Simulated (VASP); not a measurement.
Band structure of Ti3ZnN (space group Pm-3m). Level of theory: LDA (Ceperley-Alder, Perdew-Zunger), VASP's LDA PAW potentials (set 64) (plane waves; VASP).

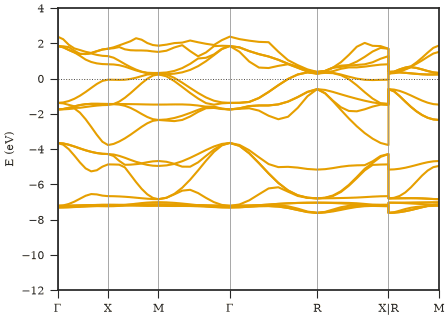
Figure. Bands along high-symmetry lines, zero at the valence-band maximum or, without a gap, the Fermi level

**Question.** Read the plot: is there a gap, and where are the band edges?

**Answer.** It has no gap at this level: it comes out as a metal or semimetal.

The structure was generated: Ti3ZnN was put into an ordered model structure, which need not be its known phase. The cell was not relaxed at this level. The electron count is odd and the run is not spin-polarised, which forces a metal.
